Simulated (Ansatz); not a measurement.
These are PBE (plane waves to 420 eV, PAW; Ansatz, a first-principles code) values and carry that method's errors.

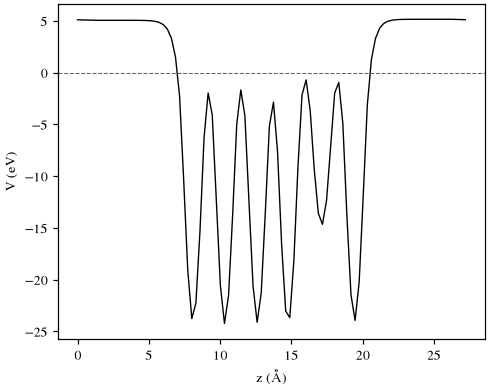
Fig. 1. Electrostatic potential energy of an electron, averaged over planes parallel to the surface, in eV from the Fermi level, for a constructed model of the (0001) surface of hcp Re, a layer of Ti in place of the second plane (bottom of the slab: a bare face, its two planes held)

Slab: 6 atoms, 11.3 Å thick at the start; k 15x15x1, smearing 0.1 eV, dipole-corrected; 2 atoms held, the rest relaxed; symmetry of the start imposed; no spin, no spin-orbit, no U. It is one candidate, not shown to be the stable structure of the face.

The vacuum level lies 5.15 eV above the Fermi level over the top face and 5.05 eV above it under the bottom face.
